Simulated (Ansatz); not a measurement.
**One shape, several levels: doublet C3H9In+**

We compute a comparison of 6 runs (UHF/STO-3G, UHF/3-21G, U-revPBE/def2-SVP, UB2PLYP/def2-SVP, UBLYP/def2-SVP, UCAM-B3LYP/def2-SVP) of doublet C3H9In+. 

The results are computed with Ansatz 0.2.0.

35 further runs of the same task are left out: 2 that didn't finish, 33 set aside as unsound or not needed.

## (1) The molecule

The species is C3H9In+ (13 atoms), meant as a doublet with charge +1. As SMILES of the parent species, `[CH3][In]([CH3])[CH3]`. The shape is that of a PBE0-D4/def2-TZVP optimisation. That shape belongs to the parent species and isn't relaxed for this state.

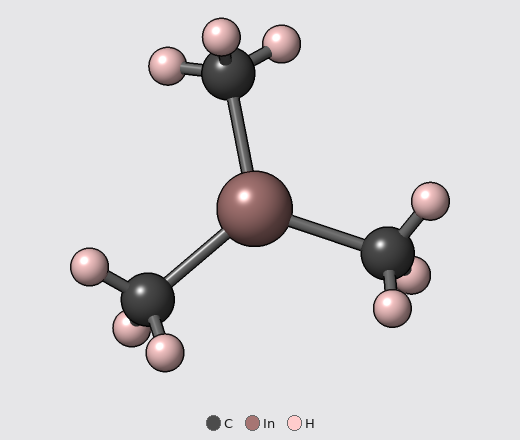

Viewed from a chosen angle; carbon dark grey, indium brown, hydrogen pink.

## (2) The energy at UHF/STO-3G (run 1)

Contents of run.yaml:

```yaml
crystal:
  periodic: [false, false, false]
  atoms:
    - symbol: C
      position_ang: [-0.506200, 1.897900, -0.902800]
    - symbol: In
      position_ang: [0.007900, -0.003300, -0.006900]
    - symbol: C
      position_ang: [1.475300, -0.088600, 1.581000]
    - symbol: C
      position_ang: [-0.956600, -1.818200, -0.683200]
    - symbol: H
      position_ang: [0.329400, 2.598000, -0.853700]
    - symbol: H
      position_ang: [-1.344900, 2.339400, -0.357000]
    - symbol: H
      position_ang: [-0.811500, 1.777000, -1.943300]
    - symbol: H
      position_ang: [1.276400, -0.918200, 2.261200]
    - symbol: H
      position_ang: [1.500700, 0.842500, 2.149300]
    - symbol: H
      position_ang: [2.467200, -0.242700, 1.146600]
    - symbol: H
      position_ang: [-1.254700, -1.743900, -1.730100]
    - symbol: H
      position_ang: [-1.858700, -1.990800, -0.089300]
    - symbol: H
      position_ang: [-0.304000, -2.683700, -0.557100]
basis:
  gaussian:
    orbitals: STO-3G
total_charge: 1
magnetization:
  spin_polarized: true
  initial_magnetization: 1
hamiltonian:
  xc: hf
accuracy: high
output:
  orbitals: {seedname: orbitals}
```

The run is started by

```sh
ansatz run run.yaml --threads 1 --pin off --max-ram 3480MiB --events-out events.jsonl --progress --plain --runs-dir runs
```

The log of the run:

```text
Warning: RAYON_NUM_THREADS=1 ignored (pool sized by the plan → 1); use --threads N
Functional definition: HF
  name "HF"
  exchange = exact_x
  correlation = 0
1041 factors; integrals over basis functions are off by at most 3.7e-9 eV
mean field evaluation 1: about -157827.7572 eV, gradient 1.1e1 eV
mean field evaluation 2: about -157827.8865 eV, gradient 1.1e1 eV
mean field evaluation 4: about -157829.1458 eV, gradient 1.7e0 eV
mean field evaluation 8: about -157829.2173 eV, gradient 6.6e-2 eV
mean field evaluation 16: about -157829.1401 eV, gradient 2.1e0 eV
mean field evaluation 32: about -157829.2196 eV, gradient 1.0e-8 eV
mean field evaluation 64: about -157829.2226 eV, gradient 1.2e-7 eV
mean field evaluation 96: about -157829.2178 eV, gradient 1.6e-2 eV
mean field evaluation 128: about -157829.2073 eV, gradient 4.6e-1 eV
mean field evaluation 160: about -157829.2144 eV, gradient 3.1e-2 eV
mean field evaluation 192: about -157828.8573 eV, gradient 3.7e0 eV
mean field -157829.22257430 eV, -5800.1169491161 hartree, gradient 4.2e-8 eV, S^2 0.776223; 4 other end points of the search recorded, 0 dependent functions left out
reference -157829.22257430 eV, -5800.1169491161 hartree; 38, 37 occupied and 13, 14 virtual orbitals, 1041 factors
Total energy: -157829.22257430 eV, -5800.1169491161 hartree
```

Wall time 8.1 s (1 thread of Arm Neoverse V1, shared host); peak memory 0.19 GiB.

## (3) A single-point energy at UHF/3-21G (run 2)

Contents of job.yaml:

```yaml
crystal:
  periodic: [false, false, false]
  atoms:
    - {symbol: C, position_ang: [-0.506200, 1.897900, -0.902800]}
    - {symbol: In, position_ang: [0.007900, -0.003300, -0.006900]}
    - {symbol: C, position_ang: [1.475300, -0.088600, 1.581000]}
    - {symbol: C, position_ang: [-0.956600, -1.818200, -0.683200]}
    - {symbol: H, position_ang: [0.329400, 2.598000, -0.853700]}
    - {symbol: H, position_ang: [-1.344900, 2.339400, -0.357000]}
    - {symbol: H, position_ang: [-0.811500, 1.777000, -1.943300]}
    - {symbol: H, position_ang: [1.276400, -0.918200, 2.261200]}
    - {symbol: H, position_ang: [1.500700, 0.842500, 2.149300]}
    - {symbol: H, position_ang: [2.467200, -0.242700, 1.146600]}
    - {symbol: H, position_ang: [-1.254700, -1.743900, -1.730100]}
    - {symbol: H, position_ang: [-1.858700, -1.990800, -0.089300]}
    - {symbol: H, position_ang: [-0.304000, -2.683700, -0.557100]}
basis:
  gaussian: {orbitals: 3-21G-spherical.json}
total_charge: 1
magnetization: {spin_polarized: true, initial_magnetization: 1}
hamiltonian: {xc: hf}
accuracy: high
output: {orbitals: {seedname: orbitals}}
```

The basis set 3-21G is read from a file made from the Basis Set Exchange's data (not shown).

The run is started by

```sh
ansatz run job.yaml --threads 1 --pin off --max-ram 3480MiB --events-out events.jsonl --progress --plain --runs-dir runs
```

The log of the run, cut to the lines that bear on the results:

```text
Warning: RAYON_NUM_THREADS=1 ignored (pool sized by the plan → 1); use --threads N
Functional definition: HF
  name "HF"
[...]
1754 factors; integrals over basis functions are off by at most 1.4e-8 eV
[...]
mean field -158713.57881429 eV, -5832.6164414976 hartree, gradient 4.3e-8 eV, S^2 0.853895; 2 other end points of the search recorded, 0 dependent functions left out
reference -158713.57881429 eV, -5832.6164414976 hartree; 38, 37 occupied and 38, 39 virtual orbitals, 1754 factors
Total energy: -158713.57881429 eV, -5832.6164414976 hartree
```

Wall time 14 s (1 thread of Arm Neoverse V1, shared host); peak memory 0.37 GiB.

Runs 3 to 5 aren't shown in full; the table further down has their settings and results.

## (4) A single-point energy at UCAM-B3LYP/def2-SVP (core potential) (run 6)

Contents of input.yaml:

```yaml
crystal:
  periodic: [false, false, false]
  atoms:
    - {symbol: C, position_ang: [-0.506200, 1.897900, -0.902800]}
    - {symbol: In, position_ang: [0.007900, -0.003300, -0.006900]}
    - {symbol: C, position_ang: [1.475300, -0.088600, 1.581000]}
    - {symbol: C, position_ang: [-0.956600, -1.818200, -0.683200]}
    - {symbol: H, position_ang: [0.329400, 2.598000, -0.853700]}
    - {symbol: H, position_ang: [-1.344900, 2.339400, -0.357000]}
    - {symbol: H, position_ang: [-0.811500, 1.777000, -1.943300]}
    - {symbol: H, position_ang: [1.276400, -0.918200, 2.261200]}
    - {symbol: H, position_ang: [1.500700, 0.842500, 2.149300]}
    - {symbol: H, position_ang: [2.467200, -0.242700, 1.146600]}
    - {symbol: H, position_ang: [-1.254700, -1.743900, -1.730100]}
    - {symbol: H, position_ang: [-1.858700, -1.990800, -0.089300]}
    - {symbol: H, position_ang: [-0.304000, -2.683700, -0.557100]}
basis:
  gaussian:
    orbitals: def2-SVP
accuracy: high
output:
  orbitals: {seedname: orbitals}
hamiltonian:
  xc: {name: CAM-B3LYP}
total_charge: 1
magnetization:
  spin_polarized: true
  initial_magnetization: 1
```

The run is started by

```sh
ansatz run input.yaml --threads 1 --pin off --max-ram 3480MiB --events-out events.jsonl --progress --plain --runs-dir runs
```

The log of the run, cut to the lines that bear on the results:

```text
Warning: RAYON_NUM_THREADS=1 ignored (pool sized by the plan → 1); use --threads N
Functional definition: CAM-B3LYP
  name "CAM-B3LYP"
[...]
2859 factors; integrals over basis functions are off by at most 1.9e-8 eV
583 factors; integrals over basis functions are off by at most 2.8e-9 eV
[...]
mean field -8416.92980550 eV, -309.3164651520 hartree, gradient 3.3e-8 eV, S^2 0.778440; 2 other end points of the search recorded, 0 dependent functions left out
reference -8416.92982875 eV, -309.3164660066 hartree; 24, 23 occupied and 89, 90 virtual orbitals, 2859 factors
Total energy: -8416.92982875 eV, -309.3164660066 hartree
```

It took 1.8 min on 1 thread of Arm Neoverse V1, shared host; peak memory 0.79 GiB.

## (5) Overview of the runs

| run | level | core potential | frozen core orbitals | energy (Eh) | HOMO energy (eV) | LUMO energy (eV) | ⟨S²⟩ | wall time |
| --- | --- | --- | --- | --- | --- | --- | --- | --- |
| 1 | UHF/STO-3G | none | – | -5800.116949 | -12.80 | -5.60 | 0.776 | 8.1 s |
| 2 | UHF/3-21G | none | – | -5832.616441 | -13.96 | -7.06 | 0.854 | 14 s |
| 3 | U-revPBE/def2-SVP (core potential) | def2-SVP | – | -309.446413 | -11.14 | – | 0.754 | 57 s |
| 4 | UB2PLYP/def2-SVP (core potential) | def2-SVP | 7 | -308.993140 | -12.76 | -9.44 | 0.798 | 1.7 min |
| 5 | UBLYP/def2-SVP (core potential) | def2-SVP | – | -309.299353 | -11.01 | – | 0.753 | 54 s |
| 6 | UCAM-B3LYP/def2-SVP (core potential) | def2-SVP | – | -309.316466 | -13.24 | -9.84 | 0.778 | 1.8 min |

## (6) What came out

| quantity | value |
| --- | --- |
| run 6: total energy | -309.31647 Eh |
| run 6: HOMO energy (highest over α and β) | -13.24 eV |
| run 6: LUMO energy (lowest over α and β) | -9.84 eV |
| run 6: ⟨S²⟩ | 0.778 |

**Reading.** Totals of different functionals can't be ranked against each other. Some runs of one species differ in core potentials or relativity; totals across that change don't compare. In run 1 the basis is minimal, so the values are rough. In runs 1, 2 relativity is left out where basis or elements ask for it. Spin contamination of the reference: run 2 ⟨S²⟩ = 0.85. All runs together took 5.7 min, the longest 1.8 min.
